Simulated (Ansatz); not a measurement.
**BNH (doublet): correlated methods under varied settings at angle B1–N2–H3 = 84.1°**

Aim: run BNH (doublet) at one geometry under a spread of methods and options, and see what each costs and gives.

Program: Ansatz 0.2.0, Gaussian basis. Level of theory: the settings change from run to run. These are calculated values, not measurements.

15 further runs of the same task are left out: 2 for a known fault of the program, 1 for a mislabelled method, 8 that didn't finish, 4 set aside as unsound or not needed.

## 1. What is computed

The geometry derives from a PBE0/def2-TZVP stationary point (not a proven minimum). One angle is set to the value named; bond lengths are kept.

3 atoms, charge 0, spin multiplicity 2.

Atoms are counted from 1 here; the program's logs count them from 0.

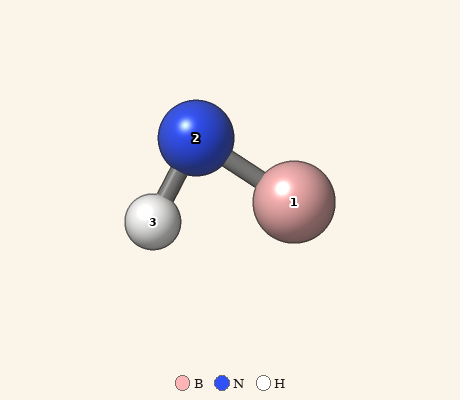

The geometry (boron pink, nitrogen blue, hydrogen white); atoms are numbered from 1 in the order of the file.

## 2. BCCD(T)/6-31G

The input, in.yaml:

```yaml
crystal:
  periodic: [false, false, false]
  atoms:
    - {symbol: B, position_ang: [0.503772, 0.000000, 0.506291]}
    - {symbol: N, position_ang: [-0.412213, 0.000000, -0.319913]}
    - {symbol: H, position_ang: [0.324882, 0.000000, -0.984762]}
basis:
  gaussian: {orbitals: 6-31G}
magnetization: {spin_polarized: true, initial_magnetization: 1}
hamiltonian: {xc: {name: r2SCAN}}
correlation: {method: bccd_t, electrons: outside_noble_gas, diis_vectors: 1}
accuracy: high
output: {forces: true}
```

The run is started by

```sh
$ ansatz run in.yaml --threads 1 --pin off --events-out ev --progress --plain --max-ram 2393MiB
```

The log of the run, shortened:

```text
Functional definition: r2SCAN
  name "r2SCAN"
  cite "Furness, Kaplan, Ning, Perdew & Sun, J. Phys. Chem. Lett. 11, 8208 (2020) doi:10.1021/acs.jpclett.0c02405"
  cite "Furness, Kaplan, Ning, Perdew & Sun, J. Phys. Chem. Lett. 11, 9248 (2020) doi:10.1021/acs.jpclett.0c03077"
  parent r2scan
[...]
482 factors; integrals over basis functions are off by at most 2.9e-9 eV
[...]
mean field -2176.55104082 eV, -79.9867754309 hartree, gradient 2.3e-8 eV, S^2 0.762042; 2 other end points of the search recorded, 0 dependent functions left out
2 core orbitals not correlated: weight in the atoms' cores, before any rotation towards them, 1.000 or more for the frozen orbitals, at most 0.000 for the correlated occupied ones
reference -2164.42288489 eV, -79.5410739212 hartree; 5, 4 occupied and 13, 14 virtual orbitals, 482 factors
second order -4.57847432 eV of doubles, -0.18198015 eV of singles
cycle   1  -4.35481337 eV  change    3.9e-1 eV  update   1.0e-1
[...]
cycle  52  -4.67264779 eV  change  -9.8e-14 eV  update  7.1e-10
perturbative correction -0.21030245 eV, -0.0077284724 hartree
[...]
Total energy: -2169.30583513 eV, -79.7205190327 hartree
Atom 0 at     0.503772     0.000000     0.506291 Å, force     4.590691    -0.000000     6.511849 eV/Å
Atom 1 at    -0.412213     0.000000    -0.319913 Å, force    -5.851883     0.000000    -2.427694 eV/Å
Atom 2 at     0.324882     0.000000    -0.984762 Å, force     1.261191    -0.000000    -4.084155 eV/Å
Dipole moment:     0.444103     0.000000     0.007390 e Å
```

It took 7.5 s on 1 thread of Arm Neoverse V1, shared host.

From the report: ⟨S²⟩ of the determinant 0.762 (pure doublet: 0.75); correlation -4.8830 eV; largest double amplitude 0.10.

## 3. CISD/aug-cc-pVDZ

The input, in.yaml:

```yaml
crystal:
  periodic: [false, false, false]
  atoms:
    - {symbol: B, position_ang: [0.503772, 0.000000, 0.506291]}
    - {symbol: N, position_ang: [-0.412213, 0.000000, -0.319913]}
    - {symbol: H, position_ang: [0.324882, 0.000000, -0.984762]}
basis:
  gaussian: {orbitals: aug-cc-pVDZ}
magnetization: {spin_polarized: false, initial_magnetization: 1}
correlation: {active_space: {ras: {orbitals: [4, 1, 48], electrons: 9, max_holes: 2, max_particles: 2}, fixed_orbitals: true}}
accuracy: high
```

Same command.

The log of the run:

```text
Functional definition: HF
  name "HF"
  cite "Fock, Z. Phys. 61, 126 (1930) doi:10.1007/BF01340294"
  parent pbe
  exchange = exact_x
  correlation = 0
1034 factors; integrals over basis functions are off by at most 2.9e-9 eV
mean field evaluation 1: about -2162.6373 eV, gradient 3.7e1 eV
mean field evaluation 2: about -2162.6372 eV, gradient 3.7e1 eV
mean field evaluation 4: about -2166.1771 eV, gradient 6.0e0 eV
mean field evaluation 8: about -2166.5346 eV, gradient 2.6e-1 eV
mean field evaluation 16: about -2164.6066 eV, gradient 2.0e0 eV
mean field evaluation 32: about -2164.6066 eV, gradient 2.0e0 eV
mean field -2166.53560756 eV, -79.6187150472 hartree, gradient 1.9e-8 eV, S^2 0.750000; 4 other end points of the search recorded, 0 dependent functions left out
reference -2166.53560756 eV, -79.6187150472 hartree; 7, 6 occupied and 48, 49 virtual orbitals, 1034 factors
state -2172.72464915 eV, -79.8461581306 hartree
Total energy: -2172.72464915 eV, -79.8461581306 hartree
```

Run time: 4 s. Hardware: 1 thread of Arm Neoverse V1, shared host.

From the report: 50,329 determinants.

## 4. NEVPT2(7,5)/cc-pVDZ

The input, in.yaml:

```yaml
crystal:
  periodic: [false, false, false]
  atoms:
    - {symbol: B, position_ang: [0.503772, 0.000000, 0.506291]}
    - {symbol: N, position_ang: [-0.412213, 0.000000, -0.319913]}
    - {symbol: H, position_ang: [0.324882, 0.000000, -0.984762]}
basis:
  gaussian: {orbitals: cc-pVDZ}
magnetization: {spin_polarized: false, initial_magnetization: 1}
correlation: {method: sc_nevpt2, electrons: outside_noble_gas, active_space: {window: {electrons: 7, orbitals: 5}, states: [{multiplicity: 2, weights: [0.5, 1, 1]}], root: 1}}
accuracy: high
output: {forces: true}
```

Launched as before.

The log of the run, shortened:

```text
Functional definition: HF
  name "HF"
  cite "Fock, Z. Phys. 61, 126 (1930) doi:10.1007/BF01340294"
  parent pbe
[...]
689 factors; integrals over basis functions are off by at most 3.3e-9 eV
[...]
mean field -2166.36958812 eV, -79.6126139454 hartree, gradient 1.2e-8 eV, S^2 0.750000; 4 other end points of the search recorded, 0 dependent functions left out
reference -2166.36958812 eV, -79.6126139454 hartree; 7, 6 occupied and 26, 27 virtual orbitals, 689 factors
state -2166.72605246 eV, -79.6257137683 hartree
state -2164.93267563 eV, -79.5598083852 hartree
state -2163.17860791 eV, -79.4953475854 hartree
state -2166.72605246 eV, -79.6257137683 hartree; corrected -2171.87148207 eV, -79.8148048186 hartree
state -2164.93267563 eV, -79.5598083852 hartree; corrected -2169.45385190 eV, -79.7259585485 hartree
state -2163.17860791 eV, -79.4953475854 hartree; corrected -2167.98782414 eV, -79.6720830222 hartree
[...]
Total energy: -2169.45385190 eV, -79.7259585485 hartree
Atom 0 at     0.503772     0.000000     0.506291 Å, force     8.434093    -0.000000     9.069337 eV/Å
Atom 1 at    -0.412213     0.000000    -0.319913 Å, force   -10.328466     0.000000    -5.543919 eV/Å
Atom 2 at     0.324882     0.000000    -0.984762 Å, force     1.894373    -0.000000    -3.525418 eV/Å
Dipole moment:    -0.144824    -0.000000    -0.442980 e Å
```

Run time: 2.1 s. Hardware: 1 thread of Arm Neoverse V1, shared host.

From the report: 24 determinants; active occupations (of the averaged states) 2.00, 1.74, 1.62, 1.54, 0.10.

## 5. CASCI(1,6)/6-31G

The input, in.yaml:

```yaml
crystal:
  periodic: [false, false, false]
  atoms:
    - {symbol: B, position_ang: [0.503772, 0.000000, 0.506291]}
    - {symbol: N, position_ang: [-0.412213, 0.000000, -0.319913]}
    - {symbol: H, position_ang: [0.324882, 0.000000, -0.984762]}
basis:
  gaussian: {orbitals: 6-31G}
magnetization: {spin_polarized: false, initial_magnetization: 1}
correlation: {active_space: {window: {electrons: 1, orbitals: 6}, fixed_orbitals: true}}
```

The command is unchanged.

The log of the run:

```text
Functional definition: HF
  name "HF"
  cite "Fock, Z. Phys. 61, 126 (1930) doi:10.1007/BF01340294"
  parent pbe
  exchange = exact_x
  correlation = 0
290 factors; integrals over basis functions are off by at most 2.0e-4 eV
mean field evaluation 1: about -2161.2167 eV, gradient 3.3e1 eV
mean field evaluation 2: about -2161.2203 eV, gradient 3.3e1 eV
mean field evaluation 4: about -2164.2778 eV, gradient 5.5e0 eV
mean field evaluation 8: about -2164.6060 eV, gradient 1.9e-1 eV
mean field evaluation 16: about -2162.5631 eV, gradient 7.1e-2 eV
mean field evaluation 32: about -2162.5626 eV, gradient 3.7e-1 eV
mean field -2164.60637184 eV, -79.5478169421 hartree, gradient 3.1e-6 eV, S^2 0.750000; 4 other end points of the search recorded, 0 dependent functions left out
reference -2164.60637184 eV, -79.5478169421 hartree; 7, 6 occupied and 13, 14 virtual orbitals, 290 factors
state -2164.60637184 eV, -79.5478169421 hartree
Total energy: -2164.60637184 eV, -79.5478169421 hartree
```

Wall time 0.15 s (1 thread of Arm Neoverse V1, shared host).

From the report: 4 determinants; active occupations 1.00, 0.00, 0.00, 0.00, 0.00, 0.00. With so small a space the active step adds no correlation: the energy is the mean field's.

## 6. CISD/6-31G

Edit in.yaml of step 5 so:

```diff
@@ -9,2 +9,3 @@
 magnetization: {spin_polarized: false, initial_magnetization: 1}
-correlation: {active_space: {window: {electrons: 1, orbitals: 6}, fixed_orbitals: true}}
+correlation: {active_space: {ras: {orbitals: [4, 1, 13], electrons: 9, max_holes: 2, max_particles: 2}, fixed_orbitals: true}}
+accuracy: high
```

The command is unchanged.

The log of the run:

```text
Functional definition: HF
  name "HF"
  cite "Fock, Z. Phys. 61, 126 (1930) doi:10.1007/BF01340294"
  parent pbe
  exchange = exact_x
  correlation = 0
482 factors; integrals over basis functions are off by at most 2.9e-9 eV
mean field evaluation 1: about -2161.2167 eV, gradient 3.3e1 eV
mean field evaluation 2: about -2161.2203 eV, gradient 3.3e1 eV
mean field evaluation 4: about -2164.2779 eV, gradient 5.5e0 eV
mean field evaluation 8: about -2164.6061 eV, gradient 1.9e-1 eV
mean field evaluation 16: about -2160.2259 eV, gradient 2.6e1 eV
mean field evaluation 32: about -2162.5631 eV, gradient 7.1e-2 eV
mean field -2164.60644394 eV, -79.5478195918 hartree, gradient 1.1e-8 eV, S^2 0.750000; 4 other end points of the search recorded, 0 dependent functions left out
reference -2164.60644394 eV, -79.5478195918 hartree; 7, 6 occupied and 13, 14 virtual orbitals, 482 factors
state -2168.89324428 eV, -79.7053565986 hartree
Total energy: -2168.89324428 eV, -79.7053565986 hartree
```

Run time: 0.55 s. Hardware: 1 thread of Arm Neoverse V1, shared host.

From the report: 3,916 determinants.

## 7. The runs in one table

Where basis and cores are those of an earlier FCI/6-31G run (-2169.3616 eV), and the state is the same kind, the miss against it is given.

| level | correlated | functions | energy (eV) | from FCI (meV) | time |
| --- | --- | --- | --- | --- | --- |
| BCCD(T)/6-31G (on r2SCAN orbitals) | outside noble gas | 20 | -2169.3058 | 55.7 | 7.5 s |
| CISD/aug-cc-pVDZ | outside noble gas | 55 | -2172.7246 |  | 4 s |
| NEVPT2(7,5)/cc-pVDZ (excited root 1 of an average) | outside noble gas | 33 | -2169.4539 |  | 2.1 s |
| CASCI(1,6)/6-31G |  | 20 | -2164.6064 | 4755.2 | 0.15 s |
| CISD/6-31G | outside noble gas | 20 | -2168.8932 | 468.3 | 0.55 s |

## 8. Outcome

| quantity | value |
| --- | --- |
| runs | 5 |
| quickest | CASCI(1,6)/6-31G, 0.15 s |
| slowest | BCCD(T)/6-31G (on r2SCAN orbitals), 7.5 s |

What this shows: Total energies in different bases, with other cores or another treatment of relativity can't be set against each other. BCCD(T)/6-31G (on r2SCAN orbitals) took 50 times as long as CASCI(1,6)/6-31G; the jobs differ in more than the method. Among the correlated runs with a miss given, it spans +56 to +468 meV. Hartree-Fock, CASSCF and CASCI lack dynamic correlation by design. Cores frozen from Kohn-Sham orbitals shift the total energy.
